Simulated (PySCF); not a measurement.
Consider C₂H₇BS₃Si (SMILES [SiH3]S[C@H]1CSBS1).

```xyz
14

Si   -2.6677    0.0479    0.1710
S    -1.4436   -1.0521    1.5672
C     0.2404   -0.5006    1.1331
C     0.7774   -1.1825   -0.1107
S     2.3100   -0.3565   -0.6741
B     1.8424    1.2641   -0.0923
S     0.3928    1.3271    0.9545
H    -2.1608   -0.0844   -1.2268
H    -2.7921    1.4885    0.5281
H    -3.9922   -0.6248    0.2980
H     0.8500   -0.7759    2.0082
H     0.0458   -1.1307   -0.9314
H     0.9948   -2.2403    0.0937
H     2.4689    2.2497   -0.3710
```

Geometry: PBE0-D3(BJ)/def2-SVP.

The calculation used PBE0/def2-SVPD, SCF density, gas phase (PySCF 2.14.0).

Predict the electron density and electron localisation function between the atoms.

B–S (1.78 Å): ρ at the midpoint is about 1.3 e/Å³; the ELF peaks at about 0.95 between the atoms: localised, covalent bonding.
B–H (1.20 Å): the density is about 1.2 e/Å³ at the midpoint; the ELF climbs to about 1 towards the hydrogen, as it does in any bond to H: an ordinary covalent bond to hydrogen.

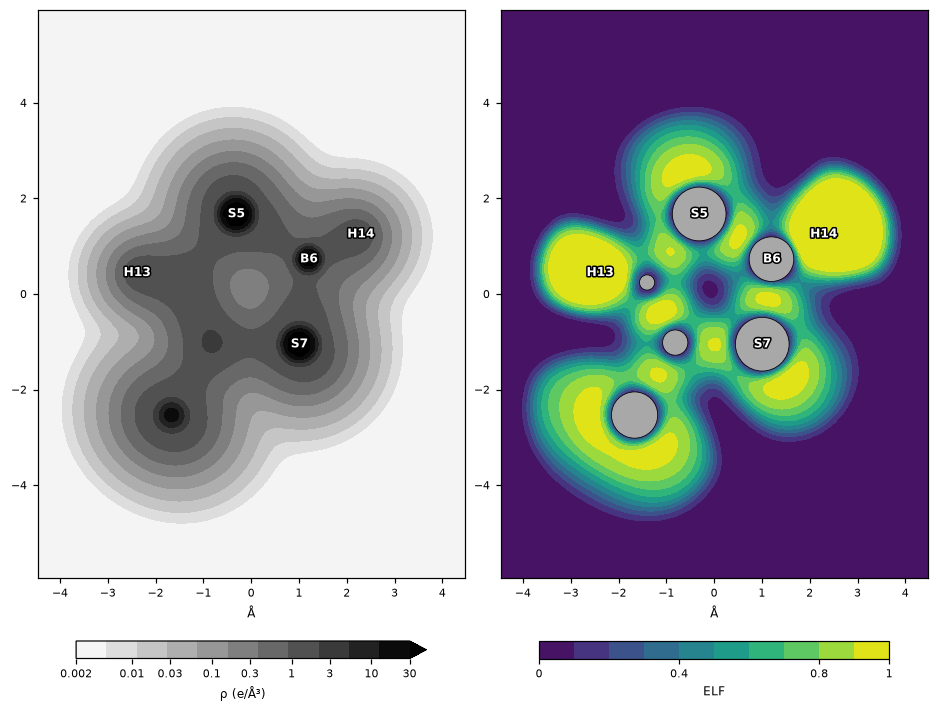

Computed electron density and electron localisation function on the plane of atoms S5, B6 and S7, in this order. Grey discs cover the atomic cores in the ELF map. 
